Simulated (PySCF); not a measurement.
**C2H6OSSi: NMR shielding calculation**

System: C2H6OSSi, SMILES O=S1C[SiH2]C1.
Method: GIAO BLYP/pcSseg-2 NMR shielding, non-relativistic, gas phase (PySCF 2.14.0).

The geometry comes from this level: PBE0-D3(BJ)/def2-SVP. Figures and captions count atoms from 1; the log counts them from 0 in places.

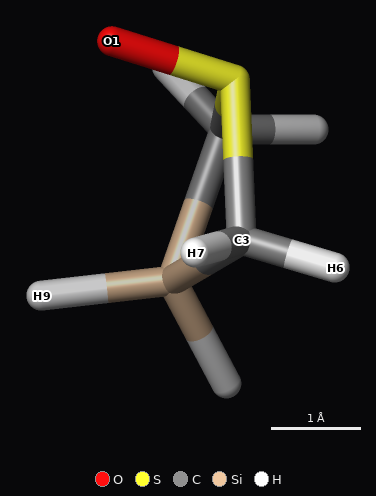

The input geometry (stick view, seen at an oblique angle; atoms are numbered from 1 in the order of the input). Bond lengths as drawn: C–H 1.10 Å, C–S 1.86 to 1.87 Å, C–Si 1.90 Å, H–Si 1.49 Å and O–S 1.50 Å.

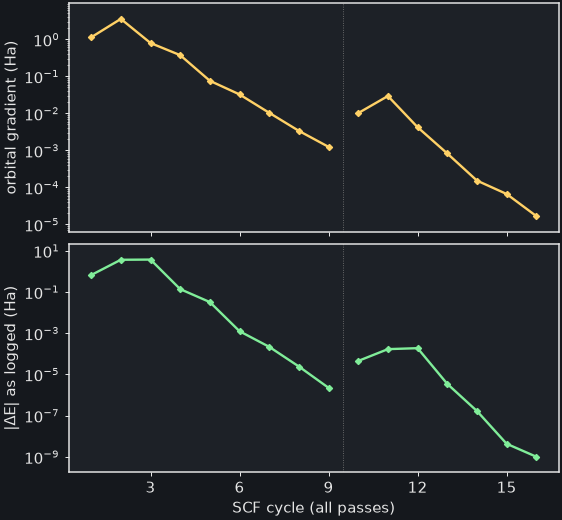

Convergence of the self-consistent field: orbital gradient and size of the energy change against the SCF cycle. The dotted line marks the change from a coarse to the final integration grid. The first 9 cycles use a coarse grid, the final grid takes over at cycle 10, and the field converges after 16 cycles in all.

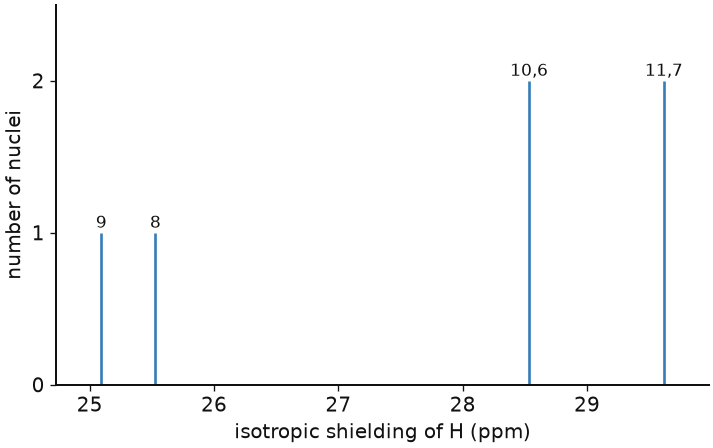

Isotropic shieldings of the hydrogen nuclei in this fixed geometry, labelled by atom number; shielding grows to the right, so chemical shift grows to the left. The least shielded is H9 (25.1 ppm), the most shielded H7 (29.6 ppm).

The input that produced these results follows, with the program's output.

### Input file
```
{"job": {"kind": "nmr", "xc": "BLYP", "basis": "pcSseg-2", "pop": false}, "charge": 0, "multiplicity": 1}
O      0.331316    -1.357894     1.694351
S      0.537031    -1.327160     0.208841
C     -0.977338    -0.484747    -0.479969
Si    -0.217090     1.219752    -0.144372
C      1.427708     0.276396    -0.128432
H     -1.080720    -0.725176    -1.551081
H     -1.853049    -0.852480     0.071905
H     -0.378295     2.226980    -1.236556
H     -0.603762     1.832790     1.154187
H      1.924147     0.227616    -1.111649
H      2.176272     0.423148     0.662185
```

The first line tells a small driver script what to run in PySCF; the rest is the geometry in Å.

Run as:
```bash
OMP_NUM_THREADS=1 python <driver script> task.json out
```

### What the program printed
```
coarse grid: 10232 points
cycle   1  E = -842.4759282188  dE =  6.584e-01  |g| = 1.128e+00  |ddm| = 2.521e+00
cycle   2  E = -838.8352501312  dE =  3.641e+00  |g| = 3.544e+00  |ddm| = 1.083e+01
cycle   3  E = -842.5547779158  dE = -3.720e+00  |g| = 7.915e-01  |ddm| = 1.070e+01
cycle   4  E = -842.6914709872  dE = -1.367e-01  |g| = 3.720e-01  |ddm| = 9.311e-01
cycle   5  E = -842.7235642236  dE = -3.209e-02  |g| = 7.555e-02  |ddm| = 3.283e-01
cycle   6  E = -842.7247990818  dE = -1.235e-03  |g| = 3.241e-02  |ddm| = 1.024e-01
cycle   7  E = -842.7250146712  dE = -2.156e-04  |g| = 1.033e-02  |ddm| = 2.864e-02
cycle   8  E = -842.7250385602  dE = -2.389e-05  |g| = 3.358e-03  |ddm| = 1.197e-02
cycle   9  E = -842.7250407684  dE = -2.208e-06  |g| = 1.243e-03  |ddm| = 3.018e-03
final grid: 89528 points
cycle  10  E = -842.7352607035  dE = -4.455e-05  |g| = 1.015e-02  |ddm| = 3.278e-02
cycle  11  E = -842.7350939097  dE =  1.668e-04  |g| = 2.932e-02  |ddm| = 2.939e-02
cycle  12  E = -842.7352798591  dE = -1.859e-04  |g| = 4.217e-03  |ddm| = 2.501e-02
cycle  13  E = -842.7352832892  dE = -3.430e-06  |g| = 8.253e-04  |ddm| = 4.028e-03
cycle  14  E = -842.7352834543  dE = -1.651e-07  |g| = 1.527e-04  |ddm| = 8.007e-04
cycle  15  E = -842.7352834586  dE = -4.241e-09  |g| = 6.643e-05  |ddm| = 2.034e-04
cycle  16  E = -842.7352834596  dE = -9.961e-10  |g| = 1.685e-05  |ddm| = 7.579e-05
converged SCF energy = -842.7352834596

GIAO shielding tensors (ppm)
atom      isotropic    diamagn.    paramagn.     s11        s22        s33       span
  0 O      170.490     392.010    -221.520   -123.606    198.177    436.900    560.505
  1 S       -6.073    1049.685   -1055.758   -151.949    -63.387    197.117    349.066
  2 C      130.778     253.032    -122.254     85.475    128.234    178.624     93.150
  3 Si     323.878     877.901    -554.023    275.782    310.092    385.760    109.978
  4 C      130.714     253.334    -122.619     85.288    128.208    178.647     93.359
  5 H       28.536      31.219      -2.683     26.145     27.942     31.520      5.375
  6 H       29.619      30.936      -1.317     26.952     28.493     33.412      6.460
  7 H       25.529      28.904      -3.375     22.552     24.494     29.540      6.988
  8 H       25.094      29.160      -4.066     23.056     23.495     28.730      5.674
  9 H       28.531      31.070      -2.539     26.135     27.938     31.521      5.386
 10 H       29.617      30.706      -1.089     26.950     28.486     33.415      6.465
```

### Summary

| quantity | value |
| --- | --- |
| outcome | converged |
| total energy | −842.735283 hartree |
| HOMO | −5.31 eV |
| LUMO | −1.43 eV |
| dipole moment | 3.61 D |
| isotropic shielding, O | 170.5 ppm |
| isotropic shielding, S | −6.1 ppm |
| isotropic shielding, C | 130.7 to 130.8 ppm |
| isotropic shielding, Si | 323.9 ppm |
| isotropic shielding, H | 25.1 to 29.6 ppm |
| hardware | 1 CPU thread, shared host |
| wall time | 50 s |
| peak memory | 0.89 GiB |
